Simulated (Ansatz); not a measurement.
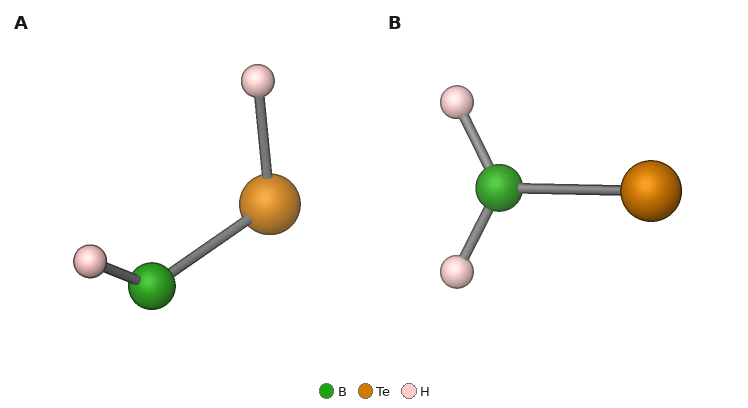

2 stationary structures of one formula. State: neutral, doublet. Geometries: PBE0-D4/def2-TZVP. Electronic energies: UHF-CCSD(T) (frozen core)/def2-TZVPP (Ansatz 0.2.0), without zero-point energy. No frequency run is at hand to confirm each as a minimum.

Which structure is the most stable?

Answer. B is lowest (C2v); A lies 36.9 kcal/mol above it (Cs).

Give E(B) − E(A) in kcal/mol at these levels too: B3LYP-D4/def2-TZVPP; PBE-D4/def2-TZVPP; r2SCAN-D4/def2-TZVPP; PBE0-D4/def2-TZVPP; UHF-CCSD(T) (frozen core)/def2-TZVPP; ωB97M-V/def2-TZVPP; PBE0-D4/def2-TZVP.

```json
{"level": "B3LYP-D4/def2-TZVPP", "E(B) − E(A) (kcal/mol)": "−37.2"}
{"level": "PBE-D4/def2-TZVPP", "E(B) − E(A) (kcal/mol)": "−34.7"}
{"level": "r2SCAN-D4/def2-TZVPP", "E(B) − E(A) (kcal/mol)": "−34.4"}
{"level": "PBE0-D4/def2-TZVPP", "E(B) − E(A) (kcal/mol)": "−35.7"}
{"level": "UHF-CCSD(T) (frozen core)/def2-TZVPP", "E(B) − E(A) (kcal/mol)": "−36.9"}
{"level": "ωB97M-V/def2-TZVPP", "E(B) − E(A) (kcal/mol)": "−40.2"}
{"level": "PBE0-D4/def2-TZVP", "E(B) − E(A) (kcal/mol)": "−35.8"}
```
